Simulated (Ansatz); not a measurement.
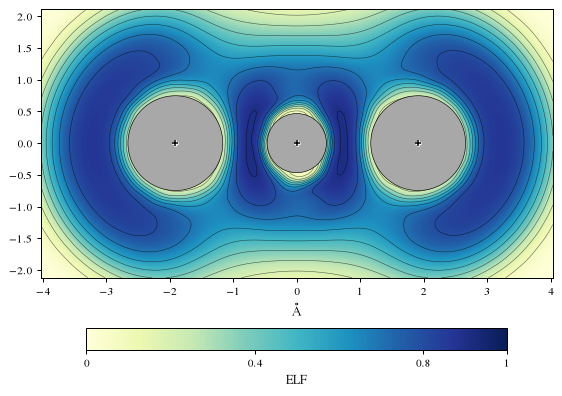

The ELF on a plane through atoms (crosses mark nuclei in the plane; grey discs cover the cores).

These are results of UKS PBE0-D4/def2-TZVP in Ansatz 0.2.0, not measurements.

Candidates:
A. B3 (doublet)
B. AgF2 (doublet)
C. As2B (quartet)

Q: Which candidate gave the map?

A: Candidate C: As2B on a plane that holds the molecular axis, which holds B and As. B–As (1.91 Å): the ELF peaks at about 0.90 between the atoms: localised, covalent bonding.
